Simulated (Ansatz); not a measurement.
# CH$_{8}$OSi: nudged elastic band (part 2 of 2)

The same run, continued: CH$_{8}$OSi; RHF/def2-SVP (Ansatz 0.2.0). It belongs to a series of runs on one base structure; here: band between the two ends.

Geometry of the input (Å):
```
Si -0.4678  0.4633  -0.0253
O  -0.2200  -0.2335  1.4483
C  -1.1286  -0.3560  2.4984
H  -2.0035  -0.9447  2.2062
H  -0.6372  -0.8626  3.3275
H  -1.4719  0.6223  2.8481
H  0.7982  0.3733  -0.7758
H  -0.8681  1.8843  0.1299
H  -1.5469  -0.2406  -0.7632
H  2.1710  -2.7017  1.9258
H  1.6997  -2.1361  1.7964
```

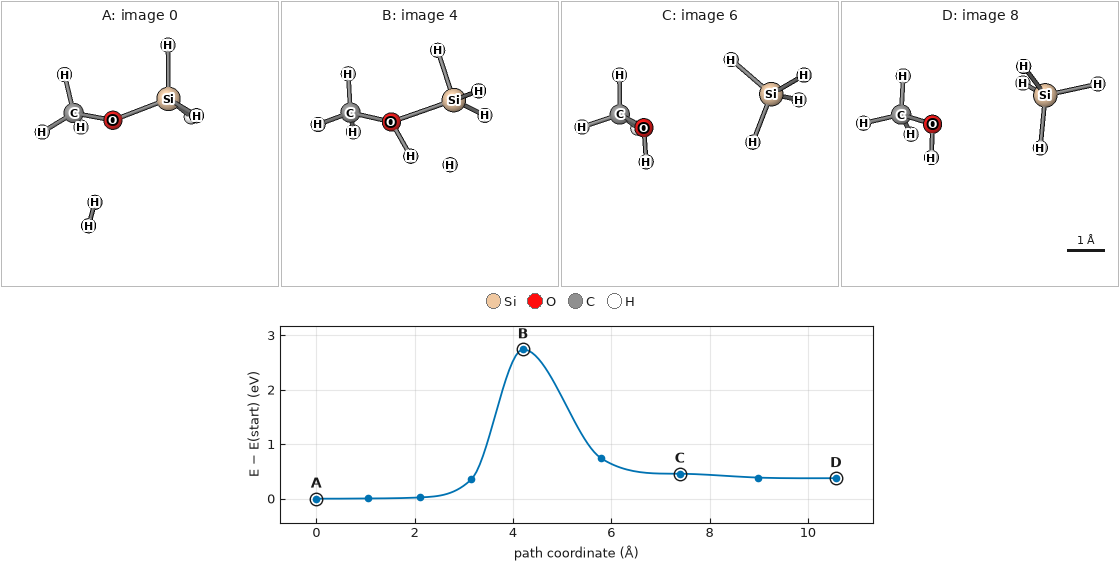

Images of the last band (counted from 0; ball-and-stick, seen at a tilt) above the energy along the path; the line is a cubic interpolation that uses the forces. The highest image is number 4, 2.742 eV above the start and 2.366 eV above the end (the climbing image); the end lies 0.376 eV above the start. The path is 10.58 Å long. The band converged in 30 iterations.

```
Total energy: -11048.51040601 eV, -406.0252684714 hartree
Atom 0 at     0.078805    -0.044512     0.065691 Å, force    -0.003875    -0.004430     0.000351 eV/Å
Atom 1 at    -0.045119    -0.507269     1.823468 Å, force     0.015444    -0.015800    -0.016661 eV/Å
Atom 2 at    -1.066416    -0.388319     2.792812 Å, force    -0.008352     0.003105     0.010854 eV/Å
Atom 3 at    -1.831862    -1.147008     2.634875 Å, force     0.002595    -0.000052    -0.000875 eV/Å
Atom 4 at    -0.626680    -0.508506     3.779545 Å, force     0.001061     0.000522    -0.001169 eV/Å
Atom 5 at    -1.511052     0.599968     2.711826 Å, force     0.001220    -0.001456    -0.001573 eV/Å
Atom 6 at     1.355577     0.483190    -0.452126 Å, force     0.001006    -0.000499     0.000725 eV/Å
Atom 7 at    -0.727435     1.202803     0.297850 Å, force     0.000450     0.000426     0.000306 eV/Å
Atom 8 at    -0.757251    -0.796542    -0.893570 Å, force    -0.001482     0.003226    -0.001567 eV/Å
Atom 9 at     0.951146    -1.634766     0.421416 Å, force     0.007379     0.002860    -0.000065 eV/Å
Atom 10 at     0.505288    -1.391036     1.434616 Å, force    -0.015444     0.012099     0.009674 eV/Å
Dipole moment:    -0.370714     0.002340     0.580801 e Å
this run last wrote the band of iteration 30 to [file]
```

### The last band as extended XYZ (Å, eV, eV/Å)
```
11
Properties=species:S:1:pos:R:3:forces:R:3 image=0 energy=-11051.25225
Si   -0.4678    0.4633   -0.0253   -0.0045  -0.0080  -0.0018
O    -0.2200   -0.2335    1.4483   -0.0279   0.0174  -0.0124
C    -1.1286   -0.3560    2.4984    0.0015  -0.0021   0.0006
H    -2.0035   -0.9447    2.2062    0.0188   0.0105   0.0067
H    -0.6372   -0.8626    3.3275   -0.0110   0.0054  -0.0048
H    -1.4719    0.6223    2.8481    0.0078  -0.0197  -0.0050
H     0.7982    0.3733   -0.7758   -0.0107   0.0019   0.0056
H    -0.8681    1.8843    0.1299    0.0081  -0.0191  -0.0012
H    -1.5469   -0.2406   -0.7632    0.0173   0.0132   0.0120
H     2.1710   -2.7017    1.9258    0.0053  -0.0041   0.0022
H     1.6997   -2.1361    1.7964   -0.0047   0.0045  -0.0019
11
Properties=species:S:1:pos:R:3:forces:R:3 image=1 energy=-11051.24860
Si   -0.3703    0.4468    0.0611   -0.0014   0.0011  -0.0010
O    -0.1693   -0.0595    1.6161    0.0016  -0.0006  -0.0011
C    -1.1466   -0.2707    2.5865   -0.0012  -0.0004   0.0001
H    -1.8361   -1.0679    2.2947   -0.0001   0.0002  -0.0008
H    -0.6603   -0.5631    3.5155    0.0008  -0.0012  -0.0011
H    -1.7280    0.6363    2.7749    0.0010  -0.0003   0.0002
H     0.9689    0.5606   -0.5439   -0.0011   0.0003  -0.0014
H    -1.0566    1.7616    0.0266   -0.0001   0.0015   0.0008
H    -1.1927   -0.5215   -0.7051   -0.0021   0.0019  -0.0008
H     1.9561   -2.8397    1.4423    0.0016  -0.0015   0.0039
H     1.5600   -2.2148    1.5476    0.0009  -0.0007   0.0012
11
Properties=species:S:1:pos:R:3:forces:R:3 image=2 energy=-11051.22955
Si   -0.2302    0.3641    0.1763   -0.0086   0.0115  -0.0030
O    -0.1320   -0.0146    1.7767    0.0037   0.0100   0.0028
C    -1.1644   -0.2311    2.6861   -0.0040   0.0032  -0.0028
H    -1.7583   -1.1097    2.4191    0.0026   0.0013  -0.0072
H    -0.7334   -0.3975    3.6719   -0.0016  -0.0002  -0.0024
H    -1.8335    0.6319    2.7466   -0.0054  -0.0001   0.0021
H     1.1430    0.5826   -0.3123   -0.0068   0.0067  -0.0022
H    -1.0390    1.5930   -0.0130   -0.0056   0.0115  -0.0031
H    -0.8711   -0.7317   -0.5913   -0.0102   0.0081   0.0060
H     1.6102   -2.6574    0.7859    0.0176  -0.0331   0.0091
H     1.3336   -2.1614    1.2704    0.0182  -0.0189   0.0007
11
Properties=species:S:1:pos:R:3:forces:R:3 image=3 energy=-11050.89475
Si   -0.1038    0.1997    0.1970   -0.1773   0.2209   0.1127
O    -0.1032   -0.2593    1.7885   -0.0415   0.2131  -0.0351
C    -1.1147   -0.3099    2.7417   -0.0282   0.0750  -0.0346
H    -1.8091   -1.1348    2.5560    0.0248   0.0311  -0.0547
H    -0.6659   -0.4632    3.7235   -0.0027   0.0315  -0.0479
H    -1.6783    0.6239    2.7613   -0.1135   0.0348   0.0677
H     1.2773    0.4623   -0.2614   -0.0799  -0.0387   0.1536
H    -0.8904    1.4422    0.1281   -0.1327   0.2293  -0.1381
H    -0.7241   -0.7938   -0.7171   -0.0096   0.0241   0.1624
H     1.2100   -2.0571    0.5204    0.1973  -0.3990   0.0634
H     0.9273   -1.8420    1.1783    0.3633  -0.4222  -0.2492
11
Properties=species:S:1:pos:R:3:forces:R:3 image=4 energy=-11048.51041
Si    0.0788   -0.0445    0.0657   -0.0039  -0.0044   0.0004
O    -0.0451   -0.5073    1.8235    0.0154  -0.0158  -0.0167
C    -1.0664   -0.3883    2.7928   -0.0084   0.0031   0.0109
H    -1.8319   -1.1470    2.6349    0.0026  -0.0001  -0.0009
H    -0.6267   -0.5085    3.7795    0.0011   0.0005  -0.0012
H    -1.5111    0.6000    2.7118    0.0012  -0.0015  -0.0016
H     1.3556    0.4832   -0.4521    0.0010  -0.0005   0.0007
H    -0.7274    1.2028    0.2979    0.0004   0.0004   0.0003
H    -0.7573   -0.7965   -0.8936   -0.0015   0.0032  -0.0016
H     0.9511   -1.6348    0.4214    0.0074   0.0029  -0.0001
H     0.5053   -1.3910    1.4346   -0.0154   0.0121   0.0097
11
Properties=species:S:1:pos:R:3:forces:R:3 image=5 energy=-11050.51362
Si    0.1155   -0.1548   -0.4408    0.0345  -0.0528  -0.2231
O     0.2625   -0.4469    2.3933    0.1345   0.0386   0.2286
C    -0.9906   -0.4034    2.9975    0.0080  -0.0224   0.1370
H    -1.6756   -1.1674    2.6176    0.0635   0.0031  -0.0439
H    -0.8933   -0.5337    4.0749   -0.1395  -0.0163   0.1387
H    -1.4417    0.5700    2.8041    0.0556  -0.0070   0.0401
H     1.3358    0.5960   -0.8042    0.0117   0.0445  -0.1508
H    -0.7756    0.7463    0.3189   -0.0021  -0.2023   0.0167
H    -0.6541   -0.5987   -1.6203    0.0525   0.1116  -0.3620
H     0.5703   -1.4232    0.1828   -0.1957   0.0861  -0.1103
H     0.4717   -1.3160    2.0927   -0.0232   0.0169   0.3290
11
Properties=species:S:1:pos:R:3:forces:R:3 image=6 energy=-11050.79420
Si    0.2412   -0.0410   -0.8390   -0.0002   0.0001  -0.0047
O     0.1915   -0.5583    2.7669    0.0062   0.0022   0.0087
C    -1.1207   -0.5053    3.2253   -0.0008  -0.0016   0.0046
H    -1.7846   -1.1734    2.6670   -0.0011   0.0008   0.0019
H    -1.1989   -0.7526    4.2885   -0.0056  -0.0054   0.0082
H    -1.4797    0.5131    3.0894   -0.0026  -0.0002   0.0089
H     1.2292    0.7003   -1.6590   -0.0046  -0.0032  -0.0157
H    -0.4150    0.8893    0.1024    0.0047   0.0033  -0.0017
H    -0.7865   -0.6286   -1.7334    0.0015   0.0048  -0.0264
H     0.9271   -1.1354   -0.1197    0.0047   0.0018  -0.0022
H     0.5213   -1.4401    2.8279   -0.0021  -0.0025   0.0184
11
Properties=species:S:1:pos:R:3:forces:R:3 image=7 energy=-11050.86485
Si    0.3904    0.0552   -0.6978    0.0059   0.0042   0.0032
O    -0.0343   -0.7578    2.4508   -0.0070  -0.0046  -0.0109
C    -1.2263   -0.5633    3.1441   -0.0021  -0.0030  -0.0029
H    -2.0178   -1.2365    2.8015   -0.0090  -0.0032   0.0077
H    -1.1023   -0.6947    4.2232    0.0043   0.0031  -0.0013
H    -1.5513    0.4596    2.9650   -0.0049  -0.0027  -0.0036
H     0.7900    0.5405   -2.0436   -0.0148  -0.0072  -0.0154
H     0.0438    1.2235    0.1376    0.0185   0.0123  -0.0001
H    -0.7897   -0.8275   -0.8565   -0.0016  -0.0058   0.0303
H     1.5199   -0.7076   -0.1256    0.0202   0.0128  -0.0008
H     0.3027   -1.6234    2.6178   -0.0096  -0.0058  -0.0062
11
Properties=species:S:1:pos:R:3:forces:R:3 image=8 energy=-11050.87614
Si    0.3773    0.0882   -0.6331    0.0025  -0.0059   0.0019
O    -0.0101   -0.4583    2.5083   -0.0003  -0.0038   0.0010
C    -1.2694   -0.6997    3.0525    0.0020  -0.0013  -0.0024
H    -1.7200   -1.6176    2.6632    0.0012  -0.0013   0.0004
H    -1.2395   -0.7638    4.1441   -0.0016   0.0013   0.0054
H    -1.9141    0.1336    2.7810   -0.0044   0.0044  -0.0013
H     0.5709    0.2869   -2.0928   -0.0034   0.0039  -0.0006
H     0.7803    1.3251    0.0677   -0.0008   0.0022  -0.0004
H    -1.0518   -0.2128   -0.3930    0.0008   0.0022  -0.0036
H     1.2218   -1.0529   -0.2123    0.0010  -0.0021   0.0016
H     0.5797   -1.1608    2.7309    0.0032   0.0003  -0.0018
```

### Summary

| quantity | value |
| --- | --- |
| outcome | converged |
| barrier, forward | 2.742 eV |
| barrier, backward | 2.366 eV |
| wall time | 4 min |
| peak memory | 0.15 GiB |

### Notes

The order of the saddle point was not checked.
